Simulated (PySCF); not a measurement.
**C$_{2}$H$_{9}$OSSi$_{2}$: geometry relaxation (part 2 of 2)**

Continued. System: C$_{2}$H$_{9}$OSSi$_{2}$, multiplicity 2, SMILES C[Si](C)([O])S[SiH3]. Method: PBE0-D3(BJ)/def2-SVP geometry optimisation, gas phase (PySCF 2.14.0). 

Geometry of the input (Å):
```
Si -0.5022  -0.3601  -0.1890
C  -1.4750  -0.5865  1.4568
C  -1.5256  1.0709  -1.0646
S  1.2657  0.9001  0.5815
Si 2.8301  -0.2758  -0.2683
O  0.0614  -1.4961  -0.9792
H  -0.8931  -1.2563  2.0922
H  -2.4100  -1.0344  1.2304
H  -1.6312  0.3578  2.0030
H  -1.5455  1.9709  -0.4439
H  -1.0393  1.2931  -1.9947
H  -2.5059  0.7210  -1.2397
H  3.9770  0.4440  0.2421
H  2.6891  -1.6075  0.2869
H  2.6936  -0.1664  -1.6990
```

Trajectory as extended XYZ, continued
```
15
Properties=species:S:1:pos:R:3:forces:R:3 step=11 energy=-30832.98649
Si   -0.4834   -0.0499    0.0986    0.0445  -0.0985  -0.0096
C    -1.5196   -0.5995    1.5489    0.0229   0.0262   0.0190
C    -1.4071    1.0310   -1.1173    0.0265   0.0032  -0.0467
S     1.3072    0.9274    0.8026   -0.0453   0.0017   0.0245
Si    2.7454   -0.2220   -0.3186    0.0198   0.0246   0.0089
O    -0.0471   -1.4067   -0.8122   -0.0416   0.0577   0.0032
H    -0.9533   -1.3051    2.1741   -0.0097  -0.0002   0.0087
H    -2.4402   -1.0898    1.1983   -0.0004   0.0005  -0.0063
H    -1.7900    0.2672    2.1721    0.0036   0.0024   0.0000
H    -1.6325    1.9953   -0.6354   -0.0001  -0.0041   0.0144
H    -0.7886    1.2273   -2.0049   -0.0069   0.0078   0.0009
H    -2.3471    0.5531   -1.4302   -0.0010  -0.0059   0.0014
H     4.0501    0.4118    0.0325    0.0039  -0.0064  -0.0105
H     2.7689   -1.6530    0.0948   -0.0063  -0.0041  -0.0018
H     2.5263   -0.1123   -1.7889   -0.0099  -0.0048  -0.0064
15
Properties=species:S:1:pos:R:3:forces:R:3 step=12 energy=-30832.98974
Si   -0.4769   -0.0743    0.1364   -0.0037  -0.1504  -0.0033
C    -1.5662   -0.5857    1.5615    0.0459   0.0411   0.0432
C    -1.3475    1.0155   -1.1099    0.0447  -0.0027  -0.0609
S     1.3216    0.8563    0.8786   -0.0483  -0.0063   0.0185
Si    2.7374   -0.2057   -0.3528    0.0245   0.0403   0.0111
O    -0.0645   -1.4578   -0.7470   -0.0141   0.0969  -0.0052
H    -1.0352   -1.3019    2.2055   -0.0149  -0.0039   0.0092
H    -2.4870   -1.0560    1.1851   -0.0034   0.0012  -0.0047
H    -1.8341    0.2894    2.1741    0.0005   0.0026  -0.0044
H    -1.5852    1.9802   -0.6352   -0.0015  -0.0036   0.0171
H    -0.6966    1.2094   -1.9747   -0.0098   0.0082  -0.0031
H    -2.2776    0.5419   -1.4572   -0.0015   0.0015   0.0019
H     4.0323    0.4813   -0.0728    0.0044  -0.0116  -0.0115
H     2.8519   -1.6413    0.0259   -0.0109  -0.0081  -0.0025
H     2.4166   -0.0764   -1.8031   -0.0118  -0.0051  -0.0052
15
Properties=species:S:1:pos:R:3:forces:R:3 step=13 energy=-30832.99624
Si   -0.4641   -0.1526    0.2175   -0.1205  -0.2080   0.0158
C    -1.6623   -0.5483    1.5910    0.0780   0.0787   0.0777
C    -1.1952    0.9657   -1.0920    0.0647  -0.0169  -0.0643
S     1.3525    0.6540    1.0452   -0.0343  -0.0244  -0.0081
Si    2.7032   -0.1548   -0.4287    0.0231   0.0769   0.0231
O    -0.1311   -1.5846   -0.6209    0.0555   0.1223  -0.0296
H    -1.2236   -1.2903    2.2741   -0.0195  -0.0111   0.0071
H    -2.5907   -0.9578    1.1659   -0.0078   0.0011   0.0000
H    -1.9012    0.3531    2.1769   -0.0054   0.0009  -0.0117
H    -1.4424    1.9346   -0.6311   -0.0079   0.0002   0.0158
H    -0.4734    1.1426   -1.9023   -0.0128   0.0073  -0.0104
H    -2.1075    0.5179   -1.5136   -0.0013   0.0185   0.0014
H     3.9450    0.6583   -0.2780    0.0120  -0.0201  -0.0176
H     3.0190   -1.5880   -0.1821   -0.0180  -0.0197   0.0004
H     2.1610    0.0251   -1.8074   -0.0058  -0.0058   0.0003
15
Properties=species:S:1:pos:R:3:forces:R:3 step=14 energy=-30833.00095
Si   -0.4643   -0.1789    0.2265   -0.1331  -0.1319   0.0175
C    -1.6733   -0.5401    1.5991    0.0592   0.0604   0.0606
C    -1.1682    0.9492   -1.0918    0.0410  -0.0224  -0.0404
S     1.3501    0.6147    1.0700   -0.0008  -0.0253  -0.0099
Si    2.6952   -0.1379   -0.4379    0.0080   0.0318   0.0039
O    -0.1466   -1.6055   -0.6209    0.0717   0.0869  -0.0246
H    -1.2547   -1.2861    2.2905   -0.0134  -0.0093   0.0028
H    -2.6088   -0.9328    1.1737   -0.0094   0.0015   0.0054
H    -1.8951    0.3712    2.1765   -0.0060   0.0011  -0.0119
H    -1.4083    1.9178   -0.6261   -0.0084   0.0021   0.0067
H    -0.4376    1.1215   -1.8949   -0.0074   0.0041  -0.0072
H    -2.0823    0.5148   -1.5230   -0.0013   0.0182  -0.0006
H     3.9365    0.6766   -0.2937    0.0029  -0.0086  -0.0021
H     3.0195   -1.5761   -0.2307   -0.0061  -0.0078  -0.0005
H     2.1270    0.0665   -1.8029    0.0030  -0.0009   0.0003
15
Properties=species:S:1:pos:R:3:forces:R:3 step=15 energy=-30833.00523
Si   -0.4768   -0.1911    0.2086   -0.0358   0.0393   0.0278
C    -1.6553   -0.5421    1.6080   -0.0219  -0.0081  -0.0108
C    -1.1936    0.9405   -1.1038   -0.0274  -0.0199   0.0020
S     1.3267    0.6379    1.0462    0.0466  -0.0293  -0.0060
Si    2.7022   -0.1327   -0.4242   -0.0252  -0.0499  -0.0368
O    -0.1296   -1.5800   -0.6780    0.0497   0.0030  -0.0061
H    -1.2279   -1.2825    2.3000    0.0053   0.0040  -0.0031
H    -2.6038   -0.9347    1.2103   -0.0033   0.0067   0.0131
H    -1.8606    0.3783    2.1765   -0.0022   0.0044  -0.0008
H    -1.4195    1.9061   -0.6238   -0.0017   0.0040  -0.0107
H    -0.4751    1.1132   -1.9170    0.0108  -0.0017   0.0049
H    -2.1194    0.5195   -1.5232    0.0025   0.0052   0.0001
H     3.9759    0.6169   -0.2239   -0.0154   0.0145   0.0248
H     2.9493   -1.5901   -0.2347    0.0123   0.0186  -0.0004
H     2.1967    0.1159   -1.8065    0.0057   0.0092   0.0020
15
Properties=species:S:1:pos:R:3:forces:R:3 step=16 energy=-30833.00753
Si   -0.4802   -0.2381    0.2416   -0.0200   0.0363   0.0133
C    -1.6940   -0.5188    1.6261   -0.0262  -0.0094  -0.0216
C    -1.1236    0.9073   -1.0969   -0.0382  -0.0059   0.0122
S     1.3407    0.5141    1.1113    0.0347  -0.0192  -0.0116
Si    2.6799   -0.1057   -0.4603   -0.0110  -0.0311  -0.0240
O    -0.1640   -1.6399   -0.6358    0.0434  -0.0081  -0.0037
H    -1.3112   -1.2696    2.3328    0.0049   0.0036   0.0006
H    -2.6532   -0.8740    1.2187    0.0015   0.0049   0.0107
H    -1.8687    0.4163    2.1806    0.0016   0.0029  -0.0002
H    -1.3447    1.8777   -0.6242   -0.0045   0.0068  -0.0134
H    -0.3728    1.0629   -1.8840    0.0004  -0.0045   0.0078
H    -2.0437    0.5091   -1.5501    0.0033   0.0044   0.0025
H     3.9224    0.6990   -0.2796   -0.0076   0.0061   0.0160
H     3.0097   -1.5554   -0.3648    0.0050   0.0107   0.0004
H     2.0922    0.1898   -1.8009    0.0127   0.0026   0.0108
15
Properties=species:S:1:pos:R:3:forces:R:3 step=17 energy=-30833.00887
Si   -0.4801   -0.2173    0.2308   -0.0200   0.0160   0.0176
C    -1.6820   -0.5257    1.6205   -0.0085   0.0002  -0.0160
C    -1.1564    0.9191   -1.0989   -0.0123  -0.0087   0.0037
S     1.3392    0.5550    1.0867    0.0123  -0.0134  -0.0022
Si    2.6912   -0.1205   -0.4507   -0.0005  -0.0109  -0.0143
O    -0.1366   -1.6128   -0.6486    0.0247   0.0038  -0.0089
H    -1.2801   -1.2704    2.3231    0.0026   0.0035   0.0020
H    -2.6377   -0.8970    1.2195    0.0022   0.0033   0.0034
H    -1.8697    0.4051    2.1781    0.0001   0.0003   0.0029
H    -1.3837    1.8891   -0.6283   -0.0014   0.0002  -0.0045
H    -0.4167    1.0812   -1.8953    0.0001  -0.0023   0.0024
H    -2.0769    0.5085   -1.5397    0.0023  -0.0002   0.0016
H     3.9437    0.6632   -0.2463   -0.0040   0.0012   0.0059
H     2.9915   -1.5741   -0.3281    0.0006   0.0048   0.0006
H     2.1436    0.1715   -1.8083    0.0017   0.0022   0.0057
15
Properties=species:S:1:pos:R:3:forces:R:3 step=18 energy=-30833.00927
Si   -0.4799   -0.2142    0.2306   -0.0094   0.0070   0.0073
C    -1.6808   -0.5243    1.6204    0.0009   0.0001  -0.0064
C    -1.1651    0.9172   -1.0984    0.0024   0.0005   0.0004
S     1.3414    0.5551    1.0843   -0.0012  -0.0042   0.0063
Si    2.6935   -0.1234   -0.4517    0.0063  -0.0016  -0.0075
O    -0.1195   -1.6037   -0.6526    0.0041   0.0041  -0.0024
H    -1.2763   -1.2660    2.3248    0.0002   0.0014   0.0022
H    -2.6365   -0.8981    1.2223    0.0008  -0.0002  -0.0019
H    -1.8699    0.4074    2.1763    0.0003  -0.0015   0.0017
H    -1.3967    1.8874   -0.6305   -0.0011  -0.0017  -0.0006
H    -0.4275    1.0809   -1.8964   -0.0017  -0.0011  -0.0013
H    -2.0844    0.5015   -1.5368    0.0000  -0.0042   0.0007
H     3.9490    0.6508   -0.2303    0.0003  -0.0006  -0.0009
H     2.9838   -1.5793   -0.3369   -0.0006   0.0005   0.0008
H     2.1579    0.1837   -1.8104   -0.0012   0.0015   0.0016
```

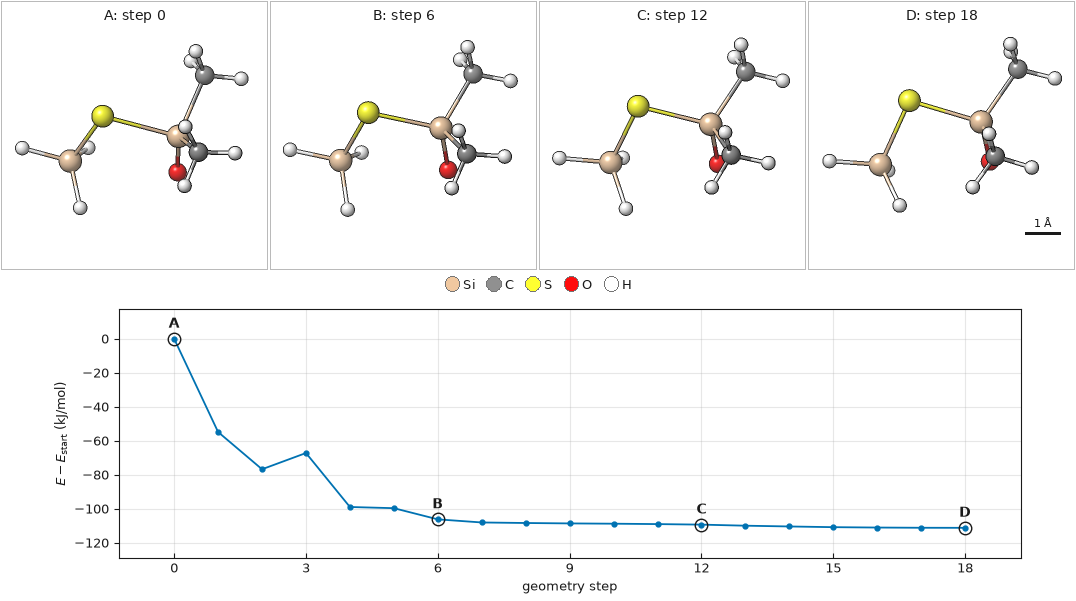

Figure 1. Frames of the relaxation (ball-and-stick view, seen at a tilt) above the curves, on which the letters mark them (steps are counted from 0).

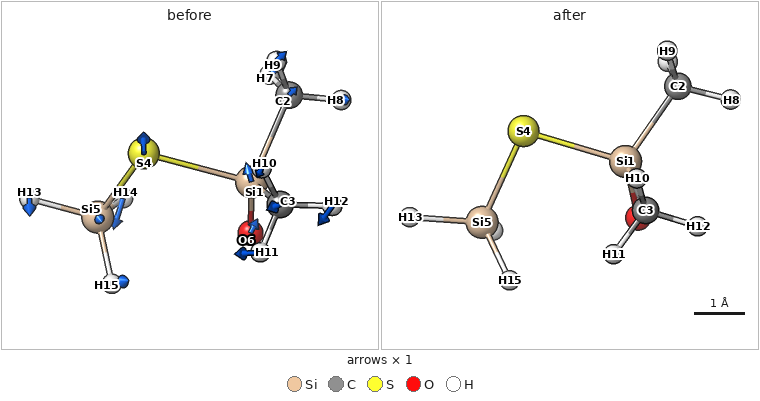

Figure 2. Before (left) and after (right) the relaxation, at one scale (ball-and-stick view, seen at a tilt). The blue arrows give the displacements, at true length. Over 18 geometry steps the energy falls by 111.2 kJ/mol. The largest force component goes from 4.7 to 0.0094 eV/Å. The atom that moves furthest after the best rigid fit is H14 (0.69 Å). Largest moves by element: H 0.69 Å, S 0.64 Å, Si 0.43 Å, C 0.40 Å, O 0.36 Å. Among the contacts that change: Si1–O6 1.494 → 1.685 Å, Si1–S4 2.304 → 2.154 Å, Si1–C3 1.965 → 1.875 Å, Si1–C2 1.925 → 1.863 Å. Among the angles that change: C3–Si1–O6 121.0° → 101.8°, C3–Si1–S4 98.6° → 112.0°, C2–Si1–C3 101.7° → 113.2°. (Atoms are counted from 1 in the order of the input.)

Summary

```tsv
quantity	value
outcome	converged
total energy	−1133.092201 hartree
⟨S²⟩	0.754
dipole moment	1.94 D
point group	C1
hardware	1 CPU thread, shared host
wall time	7.2 min
peak memory	0.81 GiB
```
